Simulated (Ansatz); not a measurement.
# Geometry relaxation, with input and output: GeH₄ClOF (part 2 of 2)

The same run, continued: GeH₄ClOF; RKS PBE/def2-SVP (Ansatz 0.2.0). The input holds or restrains some coordinates. Forces given for the steps count only the free coordinates. It belongs to a series of runs on one base structure; here: pulled along the bonds that form and break, towards end A.

Geometry of the input (Å):
```
Ge 0.0000  0.0000  0.0000
F  0.0000  0.0000  2.0300
H  1.4616  0.0000  -0.5162
H  -0.7300  1.2648  -0.5162
O  -0.8337  -1.4443  -0.5894
H  -1.2883  -1.9100  0.1830
Cl 0.9377  -2.1999  0.7946
H  0.4704  -1.1036  1.9150
```

**Trajectory as extended XYZ, continued**
```
8
Properties=species:S:1:pos:R:3:forces:R:3 step=4 energy=-73837.50354
Ge   -0.1018    0.2534    0.0119    1.1749  -3.3556  -1.7489
F    -0.1455    0.3233    1.7466   -0.0194  -0.0640   1.0494
H     1.4030    0.0350   -0.4791   -0.6423   0.4485   0.4019
H    -0.8143    1.3905   -0.5477   -0.9897   1.5084  -0.5010
O    -0.8745   -1.3447   -0.5640   -0.1673   1.4859   0.4746
H    -1.2652   -1.8814    0.1613    0.2631   0.3105  -0.2090
Cl    1.1339   -2.5932    1.1101   -0.0005   0.4243   1.0317
H     0.6822   -1.5759    1.8617    0.3813  -0.7581  -0.4987
8
Properties=species:S:1:pos:R:3:forces:R:3 step=5 energy=-73837.89388
Ge   -0.0898    0.2076   -0.0729   -0.5004  -0.6828  -1.9108
F    -0.1202    0.2430    1.6488   -0.0172  -0.1341   1.6179
H     1.3886    0.1221   -0.4857    0.1326   0.0163  -0.0459
H    -0.8582    1.4562   -0.5538   -0.0147   0.0916  -0.0049
O    -1.0153   -1.2545   -0.6344    0.0119   0.4433   0.6099
H    -1.2622   -1.8349    0.1264    0.3344   0.2968  -0.4341
Cl    1.2131   -2.6653    1.2568   -0.2131   0.4630   0.6242
H     0.7616   -1.6672    2.0156    0.2665  -0.4941  -0.4563
8
Properties=species:S:1:pos:R:3:forces:R:3 step=6 energy=-73837.94725
Ge   -0.0940    0.2094   -0.0811   -0.4503  -0.2694  -1.8370
F    -0.1026    0.2462    1.6432    0.0606  -0.1498   1.5785
H     1.3804    0.1524   -0.5204    0.1312  -0.0034  -0.0054
H    -0.8863    1.4553   -0.5422    0.0390   0.0314  -0.0119
O    -1.0296   -1.2348   -0.6197   -0.0106   0.5652   0.1773
H    -1.1187   -1.8595    0.1258    0.1920  -0.1420  -0.0718
Cl    1.0967   -2.7062    1.2674   -0.1408   0.5474   0.6732
H     0.7718   -1.6559    2.0277    0.1789  -0.5794  -0.5028
8
Properties=species:S:1:pos:R:3:forces:R:3 step=7 energy=-73837.92102 accepted=F
Ge   -0.1113    0.2082   -0.0958   -0.3264   0.4062  -1.6843
F    -0.0842    0.2301    1.6334    0.1499  -0.1538   1.5121
H     1.3622    0.1594   -0.5578    0.0840  -0.0534   0.0375
H    -0.8965    1.4770   -0.5273    0.1092  -0.0532   0.0046
O    -1.1087   -1.1722   -0.6185    0.2865  -1.7229   1.8825
H    -0.9365   -1.9252    0.0904   -0.2728   1.6026  -1.8464
Cl    0.9879   -2.7309    1.2969   -0.0988   0.8568   0.8697
H     0.8048   -1.6394    2.0794    0.0684  -0.8823  -0.7758
8
Properties=species:S:1:pos:R:3:forces:R:3 step=8 energy=-73838.00369
Ge   -0.1101    0.2030   -0.0873   -0.2342   0.1055  -1.6763
F    -0.0940    0.2329    1.6419    0.0729  -0.1523   1.4772
H     1.3684    0.1303   -0.5314    0.0505  -0.0297   0.0165
H    -0.8729    1.4732   -0.5371    0.0405  -0.0148  -0.0071
O    -1.0981   -1.1929   -0.6143   -0.0424  -0.2518   0.7411
H    -1.0364   -1.8930    0.0899    0.1239   0.3515  -0.6642
Cl    1.0943   -2.6966    1.2851   -0.1926   0.5828   0.6662
H     0.7665   -1.6497    2.0540    0.1814  -0.5913  -0.5533
8
Properties=species:S:1:pos:R:3:forces:R:3 step=9 energy=-73838.04585
Ge   -0.1206    0.2095   -0.0848   -0.2067   0.0617  -1.6489
F    -0.0764    0.2338    1.6431    0.1041  -0.0912   1.5149
H     1.3544    0.1203   -0.5437    0.0293  -0.0249   0.0184
H    -0.8750    1.4835   -0.5351    0.0251  -0.0294   0.0048
O    -1.1348   -1.1713   -0.5886   -0.0252  -0.1781   0.4641
H    -0.9702   -1.9306    0.0251    0.0955   0.2949  -0.4276
Cl    1.0488   -2.6975    1.3017   -0.1136   0.5510   0.6535
H     0.7915   -1.6408    2.0831    0.0915  -0.5839  -0.5791
8
Properties=species:S:1:pos:R:3:forces:R:3 step=10 energy=-73838.09243
Ge   -0.1291    0.2032   -0.0702   -0.1798   0.2061  -1.6200
F    -0.0470    0.2820    1.6549    0.1601  -0.1229   1.5358
H     1.3420    0.0879   -0.5464   -0.0311  -0.0595   0.0124
H    -0.8760    1.4765   -0.5245    0.0125  -0.0119  -0.0194
O    -1.1973   -1.1469   -0.5232    0.0646  -0.1590   0.2112
H    -0.8783   -1.9701   -0.0867    0.0124   0.1515  -0.1705
Cl    1.0307   -2.7030    1.3245   -0.1124   0.5683   0.5843
H     0.7728   -1.6225    2.0723    0.0737  -0.5726  -0.5340
8
Properties=species:S:1:pos:R:3:forces:R:3 step=11 energy=-73838.10565
Ge   -0.1407    0.2218   -0.0576   -0.1651  -0.0566  -1.5499
F    -0.0250    0.3097    1.6664    0.1572  -0.0419   1.4974
H     1.3108    0.0054   -0.5489    0.0128   0.0938  -0.0191
H    -0.8806    1.4960   -0.5258    0.0453  -0.0582   0.0254
O    -1.2155   -1.1381   -0.4582   -0.0581  -0.0398   0.0148
H    -0.8084   -1.9830   -0.1675    0.0211   0.1233  -0.0126
Cl    1.0593   -2.6786    1.3185   -0.1657   0.5346   0.5996
H     0.7177   -1.6262    2.0740    0.1526  -0.5551  -0.5557
8
Properties=species:S:1:pos:R:3:forces:R:3 step=12 energy=-73838.10962
Ge   -0.1310    0.2176   -0.0607   -0.2519   0.0850  -1.5854
F     0.0157    0.3264    1.6590    0.1771  -0.0918   1.5239
H     1.3142    0.0551   -0.5854    0.0305   0.0068  -0.0146
H    -0.8987    1.4760   -0.5143    0.0108   0.0086  -0.0024
O    -1.2051   -1.1499   -0.4393    0.0253   0.0226   0.0314
H    -0.7680   -1.9783   -0.1493   -0.0061  -0.0258  -0.0117
Cl    1.0328   -2.6940    1.3231   -0.1853   0.5246   0.5841
H     0.6580   -1.6458    2.0676    0.1996  -0.5300  -0.5253
```

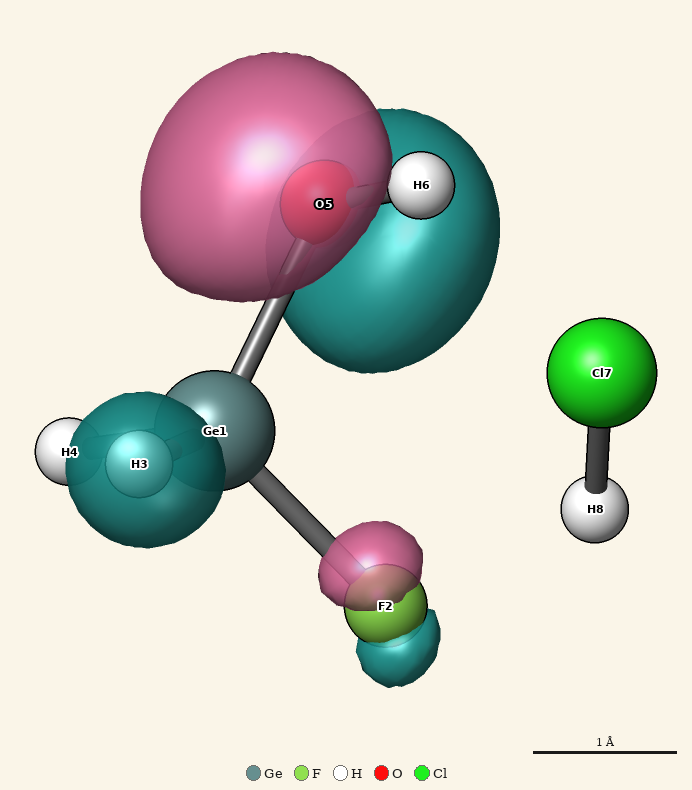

Figure 1. The HOMO at ±0.15 Å⁻³ᐟ² (teal and pink are the two phases), seen at a tilt. Its energy is −7.19 eV.

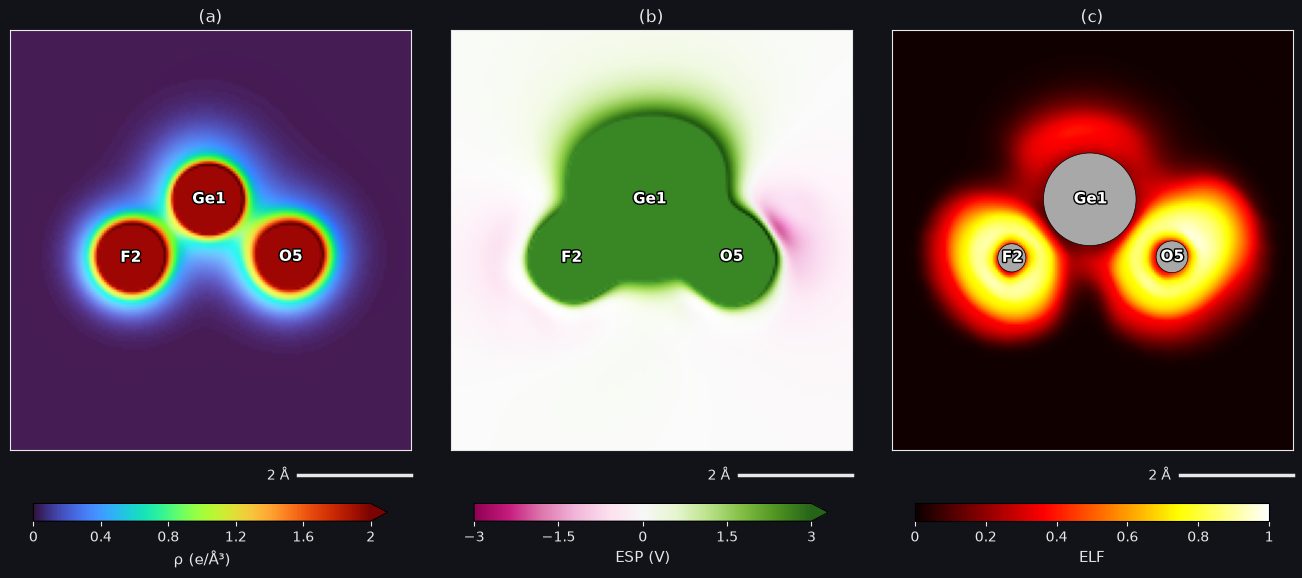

Figure 2. (a) electron density; (b) electrostatic potential; (c) electron localisation function on the plane of atoms F2, Ge1 and O5. Grey discs, where drawn, cover atomic cores.

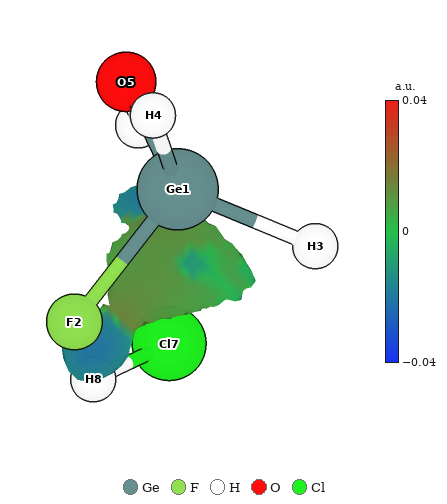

Figure 3. Non-covalent interaction (NCI) plot: the surface where the reduced density gradient is 0.5, for densities under 0.05 a.u., coloured by sign(λ₂)ρ; seen at an oblique angle.

**Key numbers**

```tsv
quantity	value
outcome	converged under the restraints of the input
total energy	−73838.1097 eV
mean-field energy	−73838.1097 eV
largest force (length of the vector) at the end, held atoms and coordinates included	1.608 eV/Å
wall time	22 s (CPU time 43 s)
peak memory	0.15 GiB
```
